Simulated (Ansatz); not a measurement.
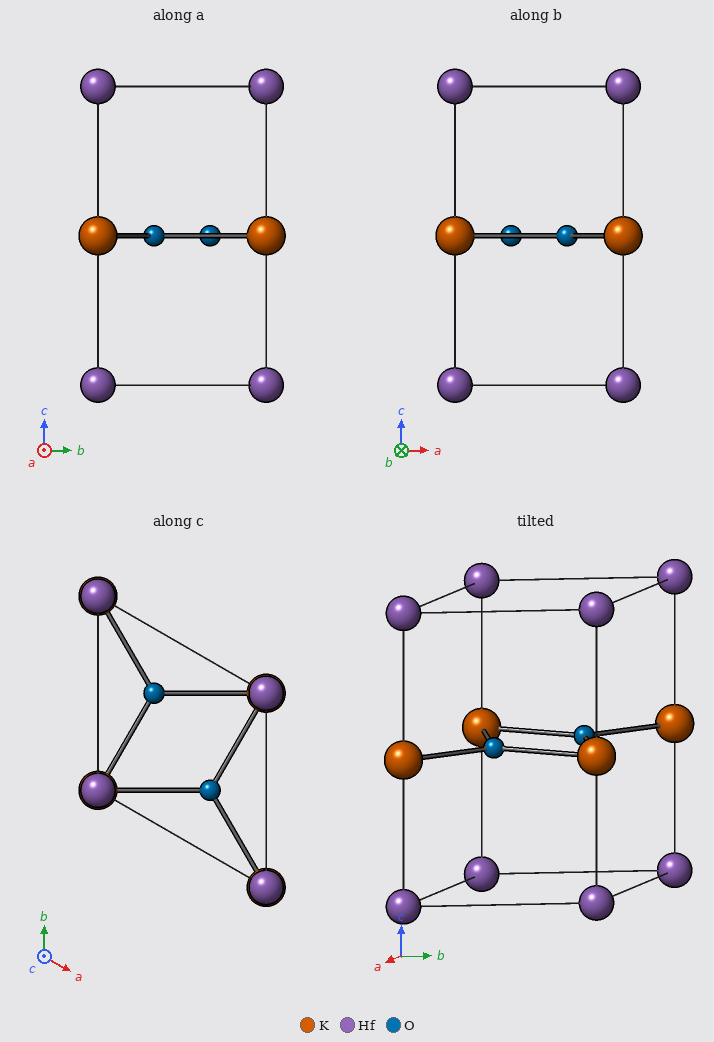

Crystal structure, ball-and-stick style, seen along the a axis, along the b axis, along the c axis and slightly off an axis. The lines enclose the conventional unit cell; boundary atoms appear with their images.

Lattice parameters: a = 4.062 Å, b = 4.062 Å, c = 6.245 Å, α = 90.00°, β = 90.00°, γ = 120.00°.

From the views, write a table of Wyckoff sites.

Answer. Space group P6/mmm (No. 191).
| atom | site | x | y | z |
| --- | --- | --- | --- | --- |
| K | 1b | 0.0000 | 0.0000 | 0.5000 |
| Hf | 1a | 0.0000 | 0.0000 | 0.0000 |
| O | 2d | 0.3333 | 0.6667 | 0.5000 |

The cell started as a random cell made by a generator, so it need not be a real form of the compound. It is drawn as it came out of a relaxation with DFT PBE, scalar-relativistic, plane waves, PAW (Ansatz).
